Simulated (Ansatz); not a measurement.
# C2H8OSi2: up Jacob's ladder to CCSD(T)

How much do the methods differ for C2H8OSi2? The plan is to run it at one geometry with functionals of several rungs and with coupled cluster. The yardstick is the atomisation energy at the CCSD(T) limit.

The runs use Ansatz 0.2.0, Gaussian basis; functionals in def2-TZVPP, the program's frozen cores in correlated methods.

Levels to be run: PBE-D4, r2SCAN-D4, PBE0-D4, B3LYP-D4, ωB97X-V, ωB97M-V, B2PLYP; CCSD(T)/def2-TZVPP; MP2/def2-QZVPP; extrapolation to the limit.

### 1 The geometry

An earlier PBE0-D4 in a triple-zeta def2 set relaxation fixed the geometry.

13 atoms, charge 0, spin multiplicity 1.

Atoms are counted from 1 here; the program's logs count them from 0.

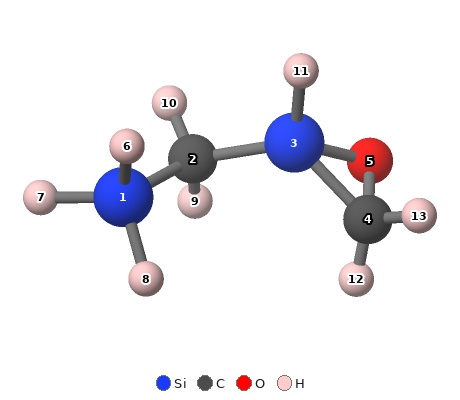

The structure; silicon blue, carbon dark grey, oxygen red, hydrogen pink; atoms are numbered from 1 in the order of the file.

### 2 PBE-D4 (GGA)

File in.yaml:

```yaml
crystal:
  periodic: [false, false, false]
  atoms:
    - {symbol: Si, position_ang: [-1.143881, 1.284561, 1.129048]}
    - {symbol: C, position_ang: [-0.040096, 1.059107, -0.373081]}
    - {symbol: Si, position_ang: [1.044754, -0.435727, -0.275564]}
    - {symbol: C, position_ang: [0.505972, -2.087957, -0.757675]}
    - {symbol: O, position_ang: [1.365685, -1.290166, -1.661861]}
    - {symbol: H, position_ang: [-0.332367, 1.222273, 2.374505]}
    - {symbol: H, position_ang: [-1.834815, 2.599720, 1.080967]}
    - {symbol: H, position_ang: [-2.161739, 0.203257, 1.172789]}
    - {symbol: H, position_ang: [-0.667419, 0.977136, -1.266072]}
    - {symbol: H, position_ang: [0.588319, 1.949248, -0.485566]}
    - {symbol: H, position_ang: [2.181683, -0.252627, 0.654878]}
    - {symbol: H, position_ang: [-0.481957, -2.272435, -1.176532]}
    - {symbol: H, position_ang: [0.996561, -2.991188, -0.400838]}
basis:
  gaussian: {orbitals: def2-TZVPP}
hamiltonian: {xc: pbe, dispersion: d4}
output: {forces: true, orbitals: {seedname: orbitals}}
```

On the command line:

```console
$ ansatz run in.yaml --threads 4 --pin off --events-out ev --progress --plain --max-ram 10444MiB
```

After this run come: r2SCAN-D4 (meta-GGA); PBE0-D4 (hybrid); B3LYP-D4 (hybrid); ωB97X-V (range-separated); ωB97M-V (range-separated); B2PLYP (double hybrid); CCSD(T) in def2-TZVPP; MP2 in def2-QZVPP.

**Question.** What will the summary of the whole plan be? Wanted: atomisation energy, CCSD(T)/CBS; farthest; mean size of error, hybrid; mean size of error, range-separated; gap, smallest and largest; T1 diagnostic; triples share of the correlation energy.

**Answer**, as computed:

```
                               quantity                                           value
        atomisation energy, CCSD(T)/CBS                                       47.937 eV
    functionals within 0.240 eV (0.5 %)  r2SCAN-D4, PBE0-D4, B3LYP-D4, ωB97X-V, ωB97M-V
                               farthest                              B2PLYP (-0.652 eV)
             mean size of error, hybrid                                        0.175 eV
    mean size of error, range-separated                                        0.163 eV
              gap, smallest and largest            5.11 eV (PBE-D4), 11.59 eV (ωB97X-V)
                          T1 diagnostic                                          0.0129
triples share of the correlation energy                                           3.9 %
```

PBE-D4 misses by +0.412 eV. Double hybrids carry the basis error of their MP2 part in triple zeta, and no dispersion term here, so their miss is partly the set-up's. The reference freezes the cores and leaves out relativity and excitations past (T), so misses under about 0.240 eV can't be ranked. Hartree-Fock recovers 73 % of the binding; the rest is correlation. The gap grows from 5.1 to 11.6 eV across the functionals, mostly with the share of exact exchange.
